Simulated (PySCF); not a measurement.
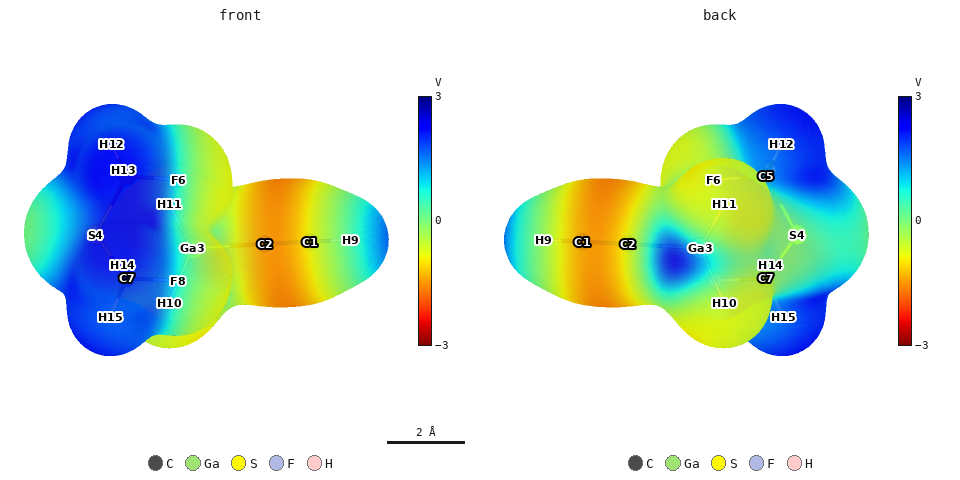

C$_{4}$H$_{7}$F$_{2}$GaS. The electrostatic potential painted on the density surface at 0.004 e/bohr³, seen from the front and from behind; the colour scale runs from red (negative) to blue (positive).

Geometry: GFN2-xTB.

Theory: CAM-B3LYP/def2-SVPD, SCF density, gas phase (PySCF).

```xyz
15

C     3.5441    0.1445    0.5585
C     2.5176   -0.2384    0.0495
Ga    0.9340   -0.9364   -0.8462
S    -1.9441   -0.3691   -0.6133
C    -1.3580    1.3356   -0.7531
F    -0.0052    1.3755   -0.5190
C    -1.5961   -0.6067    1.1451
F    -0.2398   -0.5512    1.3545
H     4.4348    0.4852    1.0110
H     0.4470   -2.3727   -0.4733
H     0.6548   -0.4844   -2.3161
H    -1.5391    1.6710   -1.7765
H    -1.8458    1.9783   -0.0150
H    -2.0624    0.1794    1.7459
H    -1.9463   -1.6025    1.4260
```

Question: Which sites attract a positive test charge, and which a negative one?

Answer: A positive charge is drawn to the negative regions and a negative charge to the positive ones. The most negative region (about −1.6 V) lies over C1 and C2, the most positive (about +2.3 V) over C5, C7, H13 and H14.

Question: How polar is the molecule by this calculation?

Answer: Its dipole moment is 5.76 D.
